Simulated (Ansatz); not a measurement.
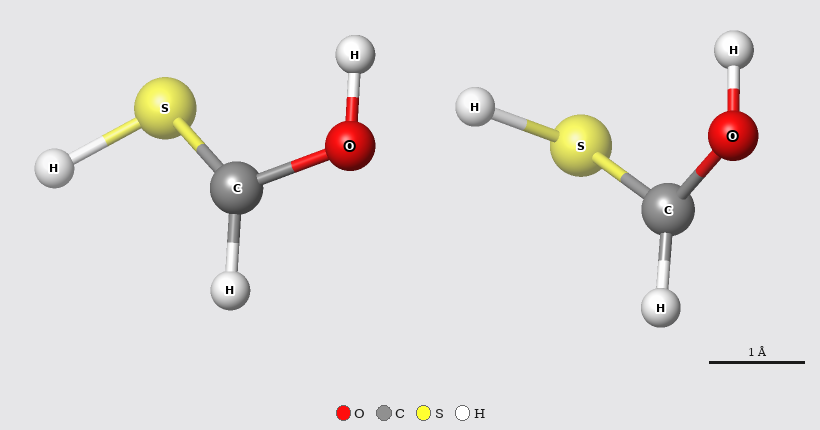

Two geometries of CH$_{3}$OS (multiplicity 2), drawn at one scale. One is the start of a relaxation, the other its converged end. The picture is a ball-and-stick view, seen from a free direction.

Level of theory: Ansatz, UKS PBE0-D4/def2-TZVP. Settings: force threshold 0.005 eV/Å; at most 200 steps.

Which of the two is the end point?

Answer. The right one is the relaxed one. The atom that moves furthest after the best rigid fit is an H atom (0.75 Å). By element the largest moves are H 0.75 Å, S 0.45 Å, C 0.41 Å, O 0.34 Å. Near-neighbour distances that change, for instance: C–S 1.751 → 1.721 Å, H–S 1.331 → 1.360 Å, C–O 1.354 → 1.350 Å. Among the angles between lasting bonds that change: S–C–H 116.9° → 123.2°, C–S–H 95.2° → 100.7°, O–C–S 118.4° → 121.7°. Over 12 accepted moves (16 points after the start) the energy falls by 11.9 kJ/mol. The largest force component goes from 0.4 to 0.0023 eV/Å. The line search rejected the trial steps at points 2, 6, 10, 14 of the run. Cost: 24 s on 2 threads of Intel Xeon 6975P-C (shared host).
